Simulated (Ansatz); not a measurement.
## Saddle-point search, with input and output: Si$_{5}$H$_{10}$OF$_{4}$

- system: Si$_{5}$H$_{10}$OF$_{4}$
- method: RKS PBE0-D4/def2-SVP (Ansatz 0.2.0)

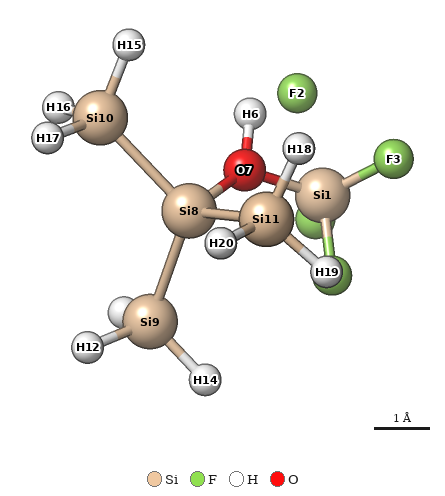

Fig. 1: The starting structure (ball-and-stick view, seen at a tilt; atoms are numbered from 1 in the order of the input). Bond lengths as drawn: F–Si 1.58 to 1.61 Å, H–O 1.19 Å, H–Si 1.46 to 1.47 Å, O–Si 1.66 to 1.76 Å and Si–Si 2.35 Å.

**The input**
```yaml
crystal:
  periodic: [false, false, false]
  atoms:
    - {symbol: Si, position_ang: [-1.327800, 1.666200, -1.195100]}
    - {symbol: F, position_ang: [-1.244400, 3.048800, 0.287900]}
    - {symbol: F, position_ang: [-0.498600, 2.705300, -2.051800]}
    - {symbol: F, position_ang: [-1.277300, 0.434800, -2.227200]}
    - {symbol: F, position_ang: [-2.895800, 1.732300, -1.004900]}
    - {symbol: H, position_ang: [-0.670300, 2.035600, 0.650800]}
    - {symbol: O, position_ang: [-0.494200, 1.001600, 0.079700]}
    - {symbol: Si, position_ang: [0.363500, -0.522300, 0.286900]}
    - {symbol: Si, position_ang: [-1.296700, -2.167800, 0.027900]}
    - {symbol: Si, position_ang: [1.069100, -0.145200, 2.497600]}
    - {symbol: Si, position_ang: [2.057000, -0.444400, -1.343400]}
    - {symbol: H, position_ang: [-0.741600, -3.416800, 0.569700]}
    - {symbol: H, position_ang: [-2.519500, -1.873900, 0.786100]}
    - {symbol: H, position_ang: [-1.688200, -2.425700, -1.358500]}
    - {symbol: H, position_ang: [1.886900, 1.060900, 2.686300]}
    - {symbol: H, position_ang: [-0.017700, -0.035900, 3.480000]}
    - {symbol: H, position_ang: [1.892000, -1.290100, 2.895700]}
    - {symbol: H, position_ang: [2.890300, 0.761400, -1.239500]}
    - {symbol: H, position_ang: [1.577500, -0.526800, -2.723800]}
    - {symbol: H, position_ang: [2.935900, -1.597900, -1.104400]}
basis:
  gaussian: {orbitals: def2-SVP}
hamiltonian: {xc: pbe0, dispersion: d4}
saddle:
  max_steps: 30
  mode_guess:
    - [0.0000, -0.0000, -0.0000]
    - [0.0000, -0.0000, 0.0000]
    - [-0.0000, 0.0000, 0.0000]
    - [-0.0000, -0.0000, -0.0000]
    - [0.0000, 0.0000, 0.0000]
    - [-0.0000, 0.0000, -0.0000]
    - [-0.0000, -0.0000, -0.0000]
    - [-0.0000, 0.0000, -0.0000]
    - [0.0000, -0.0000, 0.0000]
    - [-0.0000, 0.0000, -0.0000]
    - [-0.0000, -0.0000, 0.0000]
    - [-0.0000, -0.0000, 0.0000]
    - [0.0000, -0.0000, -0.0000]
    - [-0.0000, -0.0000, -0.0000]
    - [-0.0000, -0.0000, -0.0000]
    - [0.0000, 0.0000, -0.0000]
    - [-0.0000, 0.0000, -0.0000]
    - [-0.0000, -0.0000, -0.0000]
    - [0.0000, -0.0000, -0.0000]
    - [0.0000, -0.0000, -0.0000]
```

Command:
```bash
ansatz run in.yaml --threads 4 --pin off --events-out ev --progress --plain --max-ram 66560MiB --backend cuda --devices 0, --max-vram 37GiB
```

**The program's output**
```
Error: invalid value for `saddle.mode_guess`: has no component on a free degree of freedom — its frozen components are dropped, and so is its uniform translation along each direction along which no atom is frozen; give the guess a component on an atom that moves relative to the others, or omit it for a random start direction
```

**Outcome**

- outcome: refused by the program
- hardware: 4 CPU threads, shared host

**What went wrong**

The input was spoiled on purpose: mode guess of zeros. The program refused the input: “invalid value for `saddle.mode_guess`: has no component on a free degree of freedom — its frozen components are dropped, and so is its uniform translation along each direction along which no atom is frozen; give the guess a component on an atom that moves relative to the others, or omit it for a random start direction”
